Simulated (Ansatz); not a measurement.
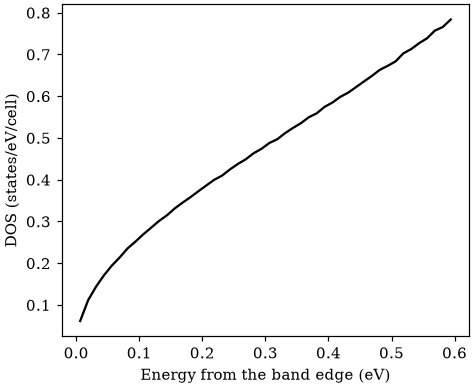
Figure: Density of states of ZnS (F-43m) below the valence band maximum, HSE06, rigid bands run with Ansatz (a program for electronic structure); cell volume 38.4 Å³.

**Question.** What effective density of states at 300 K does this give (∫ g(E) exp(−E/k_BT) dE, both spins, divided by the cell's size)?

**Answer.** 7.9e19 cm⁻³, a density-of-states mass of 2.1 mₑ, valleys and band degeneracy included.

Spin-orbit coupling is left out; where it splits the top of the valence band, N_v and the p-type Seebeck coefficient come out somewhat high without it. Geometry: cell and atoms relaxed with PBEsol.
